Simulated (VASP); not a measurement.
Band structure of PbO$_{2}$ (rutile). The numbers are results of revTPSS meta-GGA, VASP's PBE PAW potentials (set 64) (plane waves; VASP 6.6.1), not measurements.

The path is coarsely sampled, so an indirect gap can come out somewhat too large. Unless said otherwise, spin-orbit coupling is left out, though it shifts the bands of the heavy elements here.

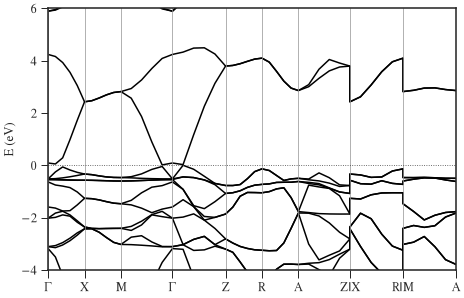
Fig. 1. Bands along high-symmetry lines, zero at the valence-band maximum or, without a gap, the Fermi level

Problem. Read the plot: is there a gap, and where are the band edges?

Solution. The gap is indirect, 0.01 eV, from the valence maximum at Γ-Z at 0.20 to the conduction minimum at M-Γ at 0.80.

The compound is PbO2 in the rutile structure. It was relaxed first.
